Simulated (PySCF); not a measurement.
## Electronic structure of CH$_{3}$IPb (Pb(CH3)(I)) in real space

```yaml
atoms:
  - { symbol: Pb, position_ang: [1.0475, 0.0000, -0.9891] }
  - { symbol: C, position_ang: [2.8615, 0.0000, 0.4737] }
  - { symbol: H, position_ang: [3.8211, 0.0000, -0.0832] }
  - { symbol: H, position_ang: [2.8035, 0.8984, 1.1226] }
  - { symbol: H, position_ang: [2.8035, -0.8984, 1.1226] }
  - { symbol: I, position_ang: [-0.9395, 0.0000, 1.0869] }
```

Core potentials replace the inner electrons of Pb and I.

Level of theory: RKS BP86, Pb def2-SVP with ECP60, C def2-SVP, H def2-SVP, I def2-SVP with ECP28; non-relativistic Hamiltonian with scalar-relativistic core potentials where named; density fitting (PySCF 2.14.0).

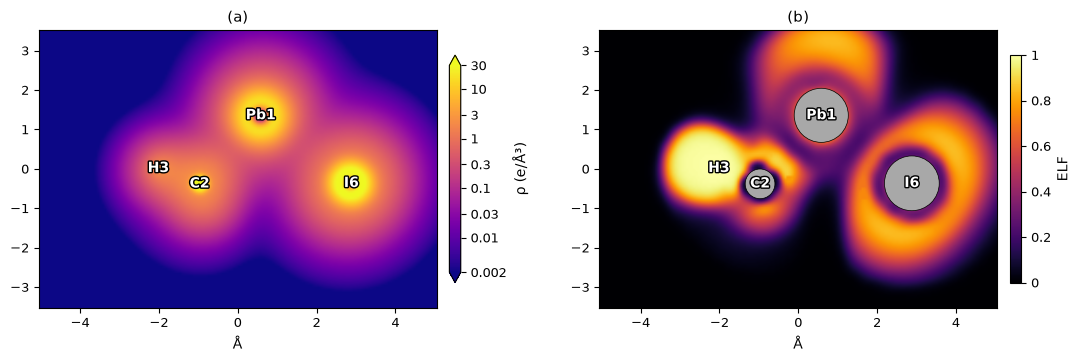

Figure 1. (a) electron density; (b) electron localisation function on the plane of atoms Pb1, C2 and H3. Grey discs cover the atomic cores in the ELF map.

Question: Read the bonding off the picture.

Answer: The plane passes through Pb, C, H and I nuclei.
C–Pb (2.33 Å): ρ is about 0.57 e/Å³ halfway; the ELF peaks at about 0.90 in the valence shell of C, 0.7 Å from its nucleus, and drops to about 0.25 between the two atoms.
Pb–I (2.87 Å): ρ is about 0.34 e/Å³ halfway; the ELF peaks at about 0.65 in the valence shell of I, 1.2 Å from its nucleus, and drops to about 0.20 between the two atoms.
C–H (1.11 Å): ρ at the midpoint is about 1.8 e/Å³; the ELF climbs to about 1 towards the hydrogen, as it does in any bond to H; an ordinary covalent bond to hydrogen.
The ELF also peaks beside I6, away from the bonds: lone-pair regions.

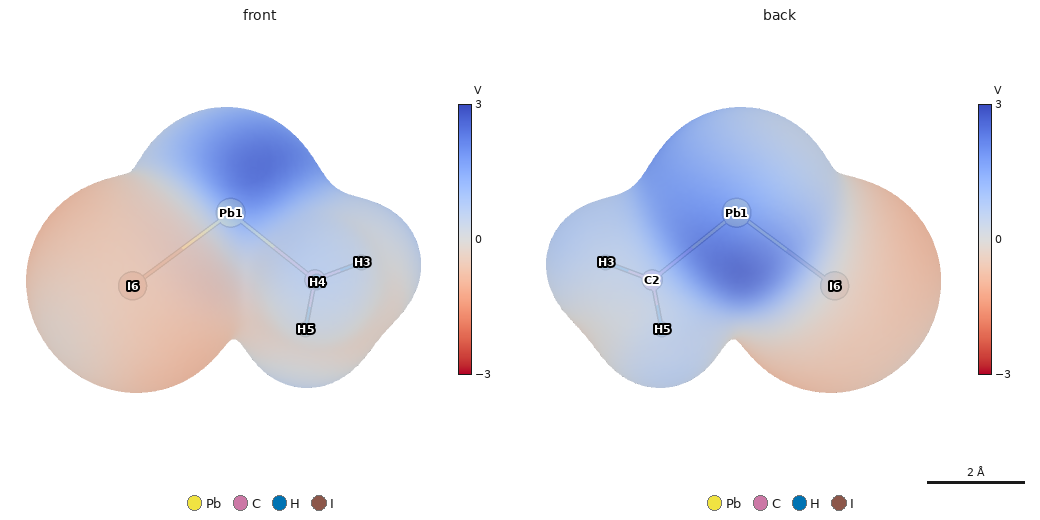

Figure 2. The molecular electrostatic potential painted on the density surface at 0.002 e/bohr³, seen from the front and from behind; red is negative and blue positive.

Question: Describe the electrostatic potential map.

Answer: The most negative region (about −0.8 V, or −18 kcal/mol for a unit charge) lies over I6, the most positive (about +2.5 V, or +58 kcal/mol for a unit charge) over Pb1.

Question: How polar is the molecule by this calculation?

Answer: Its dipole moment is 3.48 D.

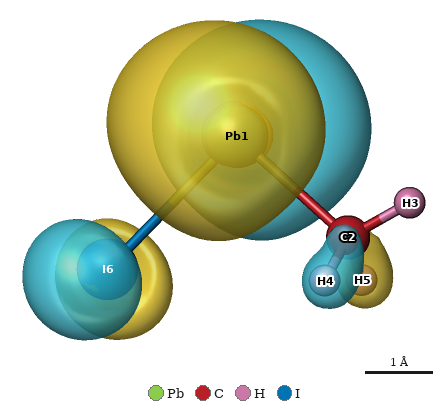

Figure 3. One frontier orbital at ±0.08 Å⁻³ᐟ² (yellow and cyan are the two phases), seen at a tilt.

Question: Which orbital is it: HOMO or LUMO?

Answer: The LUMO, at −3.65 eV. By Hirshfeld shares it lies mainly on Pb1 (about 85 %) and I6 (about 10 %).
